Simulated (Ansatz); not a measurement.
# AlFH2O2 + H2S: a complex and its separated parts

Aim: how far the complex at one end of a reaction step lies below its separated, relaxed parts, level by level.

Computed with Ansatz 0.2.0, Gaussian basis. Level: PBE0-D4/def2-TZVP structures, single points in def2-TZVPP, no counterpoise correction.

Levels: SPW92, PBE-D4, BLYP-D4, r2SCAN-D4, B97M-V, PBE0-D4, B3LYP-D4, r2SCAN0-D4, BHLYP-D4, CAM-B3LYP-D4, wB97X-V, wB97M-V, B2PLYP, PBE-QIDH, RPA on PBE, Hartree-Fock, MP2, CCSD, CCSD(T).

Correlated methods freeze the cores. B3LYP uses VWN-RPA correlation. B2PLYP carries no dispersion term here.

94 further runs of the same task are left out: 94 set aside as unsound or not needed. Runs told in other sessions of the task aren't counted.

## Step 1: Where the work starts

The complex: 9 atoms, charge 0, spin multiplicity 1.

Atoms are counted from 1 here; the program's logs count them from 0.

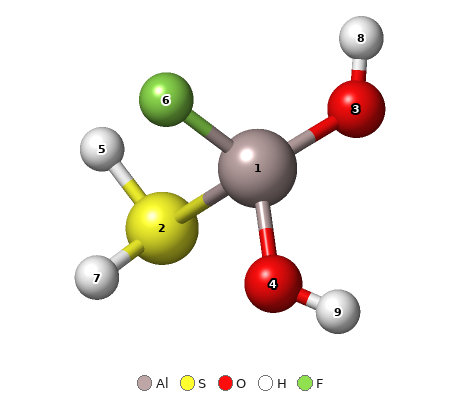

As it starts; aluminium light grey, sulfur yellow, oxygen red, hydrogen white, fluorine green; atoms are numbered from 1 in the order of the file.

Coordinates:

| atom | x (Å) | y (Å) | z (Å) |
| --- | --- | --- | --- |
| Al1 | -0.5253 | -0.3548 | 0.1063 |
| S2 | 1.5457 | 1.0202 | -0.1877 |
| O3 | -0.2080 | -1.7424 | -0.8270 |
| O4 | -1.5664 | 0.8447 | -0.5091 |
| H5 | 2.2136 | 0.5526 | 0.8816 |
| F6 | -0.4075 | -0.4812 | 1.7609 |
| H7 | 1.0245 | 2.0491 | 0.5030 |
| H8 | 0.0064 | -2.5837 | -0.4294 |
| H9 | -2.0830 | 0.6955 | -1.2985 |

Its parts: AlFH2O2 holds atoms 1, 3, 4, 6, 8, 9; H2S holds atoms 2, 5, 7. Each part counts its atoms afresh in its own runs.

## Step 2: Relaxing AlFH2O2 alone

relax-a/in.yaml reads:

```yaml
crystal:
  periodic: [false, false, false]
  atoms:
    - {symbol: Al, position_ang: [-0.525261, -0.354753, 0.106306]}
    - {symbol: O, position_ang: [-0.207964, -1.742449, -0.827000]}
    - {symbol: O, position_ang: [-1.566368, 0.844730, -0.509123]}
    - {symbol: F, position_ang: [-0.407521, -0.481246, 1.760939]}
    - {symbol: H, position_ang: [0.006384, -2.583669, -0.429352]}
    - {symbol: H, position_ang: [-2.082969, 0.695451, -1.298504]}
basis:
  gaussian: {orbitals: def2-TZVP}
hamiltonian: {xc: pbe0, dispersion: d4}
relax: {f_tol: 0.005, max_steps: 200}
```

Run with:

```bash
> ansatz run in.yaml --threads 4 --pin off --events-out ev --progress --plain --max-ram 9574MiB
```

Further steps of the session: Relaxing H2S alone; SPW92/def2-TZVPP; PBE-D4/def2-TZVPP; BLYP-D4/def2-TZVPP; r2SCAN-D4/def2-TZVPP; B97M-V/def2-TZVPP; PBE0-D4/def2-TZVPP; B3LYP-D4/def2-TZVPP; r2SCAN0-D4/def2-TZVPP; BHLYP-D4/def2-TZVPP; CAM-B3LYP-D4/def2-TZVPP; wB97X-V/def2-TZVPP; wB97M-V/def2-TZVPP; B2PLYP/def2-TZVPP; PBE-QIDH/def2-TZVPP; RPA on PBE/def2-TZVPP; CCSD(T)/def2-TZVPP; Vibrations of AlFH2O2; Vibrations of H2S.

**Question.** What will these runs give? Wanted: complex less parts, CCSD(T)/def2-TZVPP; with zero-point energy; largest T1 diagnostic.

The runs gave:

| quantity | value |
| --- | --- |
| complex less parts, CCSD(T)/def2-TZVPP | -55.9 kJ/mol |
| with zero-point energy | -49.0 kJ/mol |
| largest T1 diagnostic | 0.012 |

**Reading.** At CCSD(T) the complex lies 55.9 kJ/mol below its parts. BLYP-D4 is the best functional here (+0.7 kJ/mol from CCSD(T)); SPW92 is the worst (-25.4 kJ/mol). By rung, the mean size of the error is: LDA 25.4, GGA 4.3, meta-GGA 5.3, hybrid 6.3, range-separated hybrid 4.5, double hybrid 5.0 kJ/mol. The double hybrids carry no dispersion term here, unlike the levels marked D4 or V. PBE-D4 gives a relative energy 7.8 kJ/mol too low, outside chemical accuracy (1 kcal/mol, 4.2 kJ/mol). No counterpoise was applied, and triple zeta lacks some correlation, so the CCSD(T) reference has a basis error of its own, and close matches with it are partly luck.
